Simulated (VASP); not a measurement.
Band structure of MnS (rock salt, AFM-II order). These are LDA (Ceperley-Alder, Perdew-Zunger), VASP's LDA PAW potentials (set 64) (plane waves; VASP 6.6.1) values and carry that method's errors.

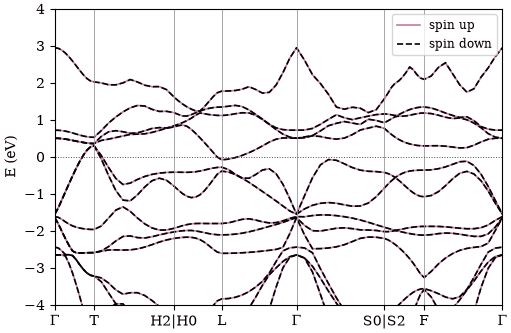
Figure: Bands along high-symmetry lines, zero at the valence-band maximum or, without a gap, the Fermi level

Read the plot: is there a gap, and where are the band edges?

It has no gap at this level: it comes out as a metal or semimetal. (Edges off the drawn lines would not show.)

The compound is MnS in the rock salt, AFM-II order structure. It was relaxed first, which changed the volume by -17 %.
